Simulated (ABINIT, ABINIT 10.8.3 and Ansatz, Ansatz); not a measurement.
# SiC (P6_3mc): Bethe-Salpeter spectra with ABINIT

Aim: the absorption spectrum of SiC (P6_3mc) with electron-hole interaction, and what each part of the kernel does.

Calculated with ABINIT 10.8.3 and Ansatz 0.2.0; PBE and many-body steps on it, plane waves.

### Step 1. Set-up

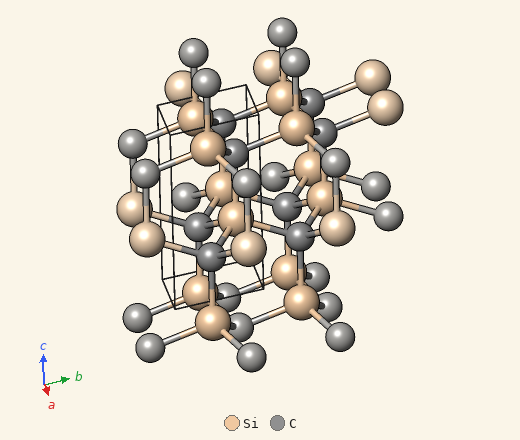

Start, viewed slightly off an axis; silicon light orange, carbon grey. 2×2×1 cells are drawn. Some periodic images of atoms are drawn too.

The cell and positions are those that the Materials Project relaxed with its own functionals (PBE, PBE+U or r2SCAN), kept fixed.

### Step 2. Empty states on the mesh, 6×6×4 mesh, 127 bands

This step: ABINIT 10.8.3; DFT, PBE, plane waves, norm-conserving pseudopotentials.

The sums over transitions need many empty states on a uniform mesh; this step solves for them.

The input, run.abi:

```
acell 3*1.0 Angstrom
rprim 
  3.073513928196 0.000000000001 0.000000000000
  -1.536756964099 2.661741140703 0.000000000000
  0.000000000000 0.000000000000 5.045247710000
ntypat 2
znucl 14 6
natom 4
typat 1 1 2 2
xred 
  0.333333333333 0.666666666667 0.499602400000
  0.666666666667 0.333333333333 0.999602400000
  0.333333333333 0.666666666667 0.875397600000
  0.666666666667 0.333333333333 0.375397600000
pp_dirpath "pseudos"
pseudos "Si.upf, C.upf"
ecut 37
ngkpt 6 6 4
nshiftk 1
shiftk 0 0 0
kptopt 1
chksymbreak 0
irdden 1
istwfk *1
nband 127
prtvol 0
optdriver 6
gwr_task "HDIAGO"
paral_kgb 0
occopt 1
indata_prefix "in"
outdata_prefix "out"
tmpdata_prefix "tmp"
```

Command:

```sh
$ OMP_NUM_THREADS=1 mpirun -n 8 abinit run.abi > log
```

What it wrote:

```text
.Version 10.8.3 of ABINIT. v10.8.2 released Aug 2026.

 Symmetries : space group P6_3 m c (#186); Bravais hP (primitive hexag.)
[... echo of the input left out ...]
== DATASET  1 ==================================================================
-   mpi_nproc: 8, omp_nthreads: 1 (-1 if OMP is not activated)

--- !DatasetInfo
iteration_state: {dtset: 1, }
dimensions: {natom: 4, nkpt: 21, mband: 127, nsppol: 1, nspinor: 1, nspden: 1, mpw: 3015, }
cutoff_energies: {ecut:  37.0, pawecutdg:  -1.0, }
[...]
Indirect band gap semiconductor
 Fundamental gap:     2.275 (eV)
   VBM:     7.012 (eV) at k: [ 0.0000E+00,  0.0000E+00,  0.0000E+00]
   CBM:     9.287 (eV) at k: [ 3.3333E-01,  3.3333E-01,  0.0000E+00]
 Direct gap:         3.985 (eV) at k: [ 5.0000E-01,  0.0000E+00,  0.0000E+00]

== END DATASET(S) ==============================================================
================================================================================

 -outvars: echo values of variables after computation  --------
           etotal      0.0000000000E+00
            nband         127
             nkpt          21
          spgroup         186
 [... the other variables as echoed above ...]

 Calculation completed.
```

The job ended after 47 s (8 MPI ranks of Arm Neoverse V2, shared host; peak memory 4.3 GiB).

Numbers from this step:

| Quantity | Value |
| --- | --- |
| gap | 2.275 eV |
| k of the valence top | 0, 0, 0 |
| k of the conduction bottom | 0.3333, 0.3333, 0 |
| least direct gap | 3.985 eV |
| k points computed | 21 |
| lowest point of the top converged band, above the valence top | 96.1246 eV |

On this mesh the gap is 2.275 eV.

The density comes from a self-consistent run that is not shown.

### Step 3. Screening, 6×6×4 mesh, 119 bands, screening to 179.6 eV

The RPA dielectric matrix is built and inverted for each q.

This step: RPA screening on PBE, plane waves, norm-conserving pseudopotentials.

run.abi: that of step 2 with these lines changed.

```diff
@@ -22,10 +22,11 @@
 chksymbreak 0
-irdden 1
 istwfk *1
-nband 127
-prtvol 0
-optdriver 6
-gwr_task "HDIAGO"
-paral_kgb 0
 occopt 1
+irdwfk 1
+optdriver 3
+nband 119
+ecuteps 6.6
+inclvkb 2
+awtr 1
+symchi 1
 indata_prefix "in"
```

What it wrote:

```text
.Version 10.8.3 of ABINIT. v10.8.2 released Aug 2026.

 Symmetries : space group P6_3 m c (#186); Bravais hP (primitive hexag.)
[... echo of the input left out ...]
== DATASET  1 ==================================================================
-   mpi_nproc: 8, omp_nthreads: 1 (-1 if OMP is not activated)

--- !DatasetInfo
iteration_state: {dtset: 1, }
dimensions: {natom: 4, nkpt: 21, mband: 119, nsppol: 1, nspinor: 1, nspden: 1, mpw: 3015, }
cutoff_energies: {ecut:  37.0, pawecutdg:  -1.0, }
[...]
--------------------------------------------------------------------------------
[... chi0 elements left out ...]
 For q-point:  0.000010 0.000020 0.000030
  dielectric constant =   6.8531
  dielectric constant without local fields =   7.5080

  Average fulfillment of the sum rule on Im[epsilon] for q-point    1 :     86.49  [%]
[... wings left out ...]
  q-point number  2        q = ( 0.166667, 0.000000, 0.000000) [r.l.u.]
--------------------------------------------------------------------------------
[... chi0 elements left out ...]
  Average fulfillment of the sum rule on Im[epsilon] for q-point    2 :     92.31  [%]

 [... 19 further q-points ...]
```

Elapsed: 50 s, on 8 MPI ranks; peak memory 1.8 GiB; 6.7 min of CPU time.

This step gave:

```
ε∞ with local fields, on this mesh, along the program's q direction : 6.853
the same without local fields                                       : 7.508
plasma frequency                                                    : 23.12 eV
plane waves in the screening matrix                                 : 245
```

Local fields lower ε∞ by 9 %.

### Step 4. Self-energy, 6×6×4 mesh, 119 bands, screening to 179.6 eV

The self-energy is evaluated for the states that the input lists, and the levels follow from it, in one-shot runs by the linearised quasiparticle equation.

This step: G0W0 on PBE, plane waves, norm-conserving pseudopotentials.

run.abi: that of step 3 with these lines changed.

```diff
@@ -25,8 +25,19 @@
 irdwfk 1
-optdriver 3
+optdriver 4
 nband 119
+gwcalctyp 0
+ecutsigx 37
+symsigma 1
+nkptgw 3
+kptgw 
+  0.0000000000 0.0000000000 0.0000000000
+  0.3333333333 0.3333333333 0.0000000000
+  0.5000000000 0.0000000000 0.0000000000
+bdgw 
+  7 10
+  6 10
+  7 10
 ecuteps 6.6
-inclvkb 2
-awtr 1
-symchi 1
+irdscr 1
+ppmodel 1
 indata_prefix "in"
```

What it wrote:

```text
.Version 10.8.3 of ABINIT. v10.8.2 released Aug 2026.

 Symmetries : space group P6_3 m c (#186); Bravais hP (primitive hexag.)
[... echo of the input left out ...]
== DATASET  1 ==================================================================
-   mpi_nproc: 8, omp_nthreads: 1 (-1 if OMP is not activated)

--- !DatasetInfo
iteration_state: {dtset: 1, }
dimensions: {natom: 4, nkpt: 21, mband: 119, nsppol: 1, nspinor: 1, nspden: 1, mpw: 3015, }
cutoff_energies: {ecut:  37.0, pawecutdg:  -1.0, }
[...]
Band     E0 <VxcDFT>   SigX SigC(E0)      Z dSigC/dE  Sig(E)    E-E0       E
[...]
9   9.798 -10.579  -6.048  -4.165   0.821  -0.218 -10.279   0.300  10.099
       10  11.240 -11.760  -6.959  -4.234   0.810  -0.235 -11.301   0.459  11.699

== END DATASET(S) ==============================================================
================================================================================

 -outvars: echo values of variables after computation  --------
           etotal      0.0000000000E+00
            nband         119
             nkpt          21
          spgroup         186
 [... the other variables as echoed above ...]

 Calculation completed.
```

It took 16 s on 8 MPI ranks; peak memory 1.9 GiB.

This step gave:

* G0W0 gap on the points computed: 2.917 eV
* starting gap on the mesh: 2.275 eV
* k of the valence top: 0, 0, 0
* k of the conduction bottom: 0.3333, 0.3333, 0
* least direct G0W0 gap on the computed points: 4.857 eV

The gap on the mesh goes from 2.28 eV to 2.92 eV, a correction of +0.64 eV.

The gap opens by 0.642 eV; the next steps shift the empty bands rigidly by 0.642 eV. The least direct G0W0 gap is 4.857 eV, so this shift leaves the direct transitions −0.23 eV off.

### Step 5. Beyond Tamm-Dancoff

Optical absorption needs the electron-hole interaction, solved here in a basis of vertical transitions on the mesh.

This step: Bethe-Salpeter equation on PBE with a scissors shift, plane waves, norm-conserving pseudopotentials.

run.abi: that of step 4 with these lines changed.

```diff
@@ -25,19 +25,17 @@
 irdwfk 1
-optdriver 4
-nband 119
-gwcalctyp 0
-ecutsigx 37
-symsigma 1
-nkptgw 3
-kptgw 
-  0.0000000000 0.0000000000 0.0000000000
-  0.3333333333 0.3333333333 0.0000000000
-  0.5000000000 0.0000000000 0.0000000000
-bdgw 
-  7 10
-  6 10
-  7 10
-ecuteps 6.6
+optdriver 99
+bs_calctype 1
+mbpt_sciss 0.642 eV
+bs_loband 7
+nband 11
+bs_exchange_term 1
+bs_coulomb_term 11
+bs_coupling 1
+bs_algorithm 1
+bs_freq_mesh 0 9 0.05 eV
+zcut 0.15 eV
+ecuteps 4
+ecutwfn 18.5
+inclvkb 2
 irdscr 1
-ppmodel 1
 indata_prefix "in"
```

What it wrote:

```text
.Version 10.8.3 of ABINIT. v10.8.2 released Aug 2026.

 Symmetries : space group P6_3 m c (#186); Bravais hP (primitive hexag.)
[... echo of the input left out ...]
== DATASET  1 ==================================================================
-   mpi_nproc: 8, omp_nthreads: 1 (-1 if OMP is not activated)

--- !DatasetInfo
iteration_state: {dtset: 1, }
dimensions: {natom: 4, nkpt: 21, mband: 11, nsppol: 1, nspinor: 1, nspden: 1, mpw: 1099, }
cutoff_energies: {ecut:  18.5, pawecutdg:  -1.0, }
electrons: {nelect:   1.60000000E+01, charge:   0.00000000E+00, occopt:   1.00000000E+00, tsmear:   1.00000000E-02, }

 Exciton: Calculation of dielectric properties by solving the Bethe-Salpeter equation
 in frequency domain and reciprocal space on a transitions basis set.
 Based on a program developed by L. Reining, V. Olevano, F. Sottile,
 S. Albrecht, and G. Onida. Incorporated in ABINIT by M. Giantomassi.

.Using double precision arithmetic ; gwpc =  8

[... cell and pseudopotentials left out ...]
--------------------------------------------------------------------------------

 ==== K-mesh for the wavefunctions ====
 Number of points in the irreducible wedge :    21
[... list of points left out ...]
 Together with 12 symmetry operations and time-reversal symmetry
 yields   144 points in the full Brillouin Zone.

 ==== Q-mesh for the screening function ====
 Number of points in the irreducible wedge :    21
[... list of points left out ...]
 Together with 12 symmetry operations and time-reversal symmetry
 yields   144 points in the full Brillouin Zone.

 vcoul_init : cutoff-mode = AUXILIARY_FUNCTION
 q-points for optical limit:   1
     1)      0.000010    0.000020    0.000030
 setmesh: FFT mesh size selected  =    18x   18x   30
          total number of points  =         9720

 ==== Fundamental parameters for the solution of the Bethe-Salpeter equation: ====
 Algorithm: Direct diagonalization.
 Dimension of the v, W matrices,  npweps  = 111
 Cutoff for the wavefunctions,    npwwfn  = 1099
 Number of k-points in the IBZ,   nkibz   = 21
 Highest empty band included,     nband   = 11
 === Spin UP ===
 Number of resonant transitions          864
 Lowest occupied state                   7
 Highest occupied state                  8
 Lowest unoccupied state                 9
 Highest unoccupied state                11
 Minimum frequency [eV]           Emin    =   0.00
 Maximum frequency [eV]           Emax    =   9.00
 Frequency step [eV]              dE      =   0.05
 Lorentzian broadening [eV]       eta     =   0.15
 RPA L0 with KS energies and KS wavefunctions
 Scissors operator energy [eV] =          0.64
 Local fields effects (v term) included
 Excitonic effects (W term) included
 Full W_GG' included
 W is read from an external SCR file
 Resonant + Coupling calculation

 Calculating epsilon_Macro(q-->0,w), along the following directions:
 q = (  0.800543  0.000000  0.000000) [r.l.u.]
 q = (  0.000000  0.800543  0.000000) [r.l.u.]
 q = (  0.000000  0.000000  1.517405) [r.l.u.]
 q = (  0.924388 -0.462194  0.000000) [r.l.u.]
 q = (  0.000000  0.800543  0.000000) [r.l.u.]
 q = (  0.000000  0.000000  1.517405) [r.l.u.]
 Number of electrons calculated from density =   15.9967; Expected =   16.0000
 average of density, n =  0.057431
 r_s =    1.6079
 omega_plasma =   23.1169 [eV]

. Writing resonant excitonic Hamiltonian on file out_BSR; file size=   0.01 [Gb].
. Writing coupling excitonic Hamiltonian on file out_BSC; file size=   0.01 [Gb].
. Direct diagonalization of the full excitonic Hamiltonian, Matrix size= 1728
. Using LAPACK sequential version to solve FHv = ev with H positive definite.
 First excitonic eigenvalue:    4.29 [eV].
 Last  excitonic eigenvalue:   13.26 [eV].

 GW  direct gap       4.63  0.00 [eV]
 EXC direct gap       4.29  0.00 [eV]
 EXC binding energy   0.34  0.00 [eV]

 Excitonic eigenvalues up to the GW energy gap [eV]
865 (  4.29  0.00)
866 (  4.29  0.00)
867 (  4.30  0.00)
868 (  4.58  0.00)
869 (  4.59  0.00)
870 (  4.59  0.00)
871 (  4.61  0.00)
872 (  4.61  0.00)
873 (  4.62  0.00)

 Macroscopic dielectric function:
 omega [eV] <KS_RPA_nlf>  <GW_RPA_nlf>  <BSE>
   0.0000   4.1670   0.0000   3.8827   0.0000   4.0904   0.0000
   0.0500   4.1671   0.0012   3.8829   0.0009   4.0906   0.0011
   0.1000   4.1677   0.0023   3.8833   0.0017   4.0911   0.0022
   0.1500   4.1687   0.0035   3.8840   0.0026   4.0920   0.0033
   0.2000   4.1700   0.0046   3.8850   0.0034   4.0933   0.0044
   0.2500   4.1718   0.0058   3.8863   0.0043   4.0949   0.0055
   0.3000   4.1739   0.0070   3.8879   0.0052   4.0969   0.0066
   0.3500   4.1764   0.0081   3.8898   0.0060   4.0993   0.0077
   0.4000   4.1793   0.0093   3.8919   0.0069   4.1021   0.0088
   0.4500   4.1826   0.0105   3.8944   0.0078   4.1052   0.0099

 Writing KS-RPA macroscopic dielectric function without local fields to file: out_RPA_NLF_MDF
 Writing GW-RPA macroscopic dielectric function without local fields to file: out_GW_NLF_MDF
 Writing EXC Macroscopic dielectric function to file: out_EXC_MDF

== END DATASET(S) ==============================================================
================================================================================

 -outvars: echo values of variables after computation  --------
           etotal      0.0000000000E+00
            nband          11
             nkpt          21
          spgroup         186
 [... the other variables as echoed above ...]

 Calculation completed.
```

It took 35 s on 8 MPI ranks; peak memory 0.7 GiB.

This step gave:

| Property | Result |
| --- | --- |
| direct gap of the transition levels | 4.627 eV |
| transitions in the window | 864 |
| lowest state | 4.29 eV |
| binding of the lowest state below the direct gap | 0.3368 eV |
| Coulomb term of one mesh cell | 0.3294 eV |

The binding is 1.0 times the screened Coulomb term of one mesh cell (0.33 eV), so it is not shown settled.

The lowest state lies at 4.290 eV, 0.337 eV under the direct gap.

The ε₂ has structure finer than the step of the table below, so its rows give means over 0.5 eV, whole bins alone (the curve runs from 0 to 9 eV). Peaks (eV: height): BSE 5.20: 5.35, 6.15: 17.0, 6.65: 12.4; no electron-hole interaction 6.55: 14.9, 7.15: 14.2, 8.75: 8.52; Kohn-Sham, no shift 5.90: 14.9, 6.50: 14.2, 8.15: 8.46.

Mean over the three Cartesian directions of q; broadening 0.15 eV; transition window only. Limits: finite bands, cutoff and mesh; exciton not shown settled in the k mesh. ε₂ against photon energy; means over each step:

| photon energy (eV) | BSE | no electron-hole interaction | Kohn-Sham, no shift |
| --- | --- | --- | --- |
| 0.5 | 0.0111 | 0.00871 | 0.0117 |
| 1.0 | 0.0231 | 0.0180 | 0.0244 |
| 1.5 | 0.0371 | 0.0286 | 0.0393 |
| 2.0 | 0.0546 | 0.0414 | 0.0582 |
| 2.5 | 0.0783 | 0.0578 | 0.0842 |
| 3.0 | 0.113 | 0.0805 | 0.124 |
| 3.5 | 0.170 | 0.114 | 0.192 |
| 4.0 | 0.282 | 0.171 | 0.347 |
| 4.5 | 0.611 | 0.288 | 1.16 |
| 5.0 | 2.97 | 0.735 | 2.95 |
| 5.5 | 4.15 | 2.86 | 5.91 |
| 6.0 | 13.6 | 3.76 | 12.0 |
| 6.5 | 11.8 | 12.0 | 12.5 |
| 7.0 | 9.31 | 12.1 | 7.28 |
| 7.5 | 5.63 | 8.68 | 6.91 |
| 8.0 | 5.87 | 6.72 | 7.49 |
| 8.5 | 4.60 | 7.25 | 3.57 |

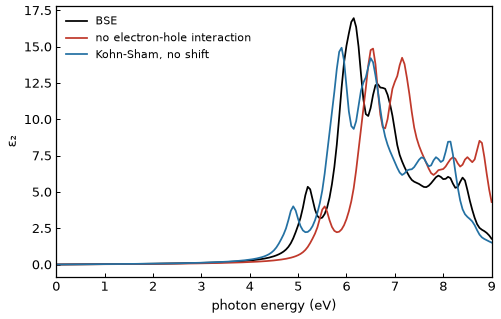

ε₂, plotted against photon energy.

(Part 1 of 3 ends here.)

[Paths, hosts, dates, memory and timing lines, banners, echoed tables and standing remarks are left out of the program output.]

[Logs are printed without paths, hosts, clocks, repeated set-up lines and the standing remarks that a program may print on its own settings, such as how far it seeks lower states.]

[Runs of the session that timed out or met a known fault of the program may be left out.]

[Hosts, paths, dates, database ids (printed as entryN), source tags and the programs' standing remarks are cut or masked in the printed files.]

[G0W0 gaps are taken among the corrected bands and points alone; a level outside them can change the order at an edge.]

[Where Ansatz stands beside ABINIT at settings called matched, ABINIT's density can come from a denser mesh and the files from another edition; pairs whose starting gaps differed by over 0.03 eV were left out, so agreement reads better than it is.]
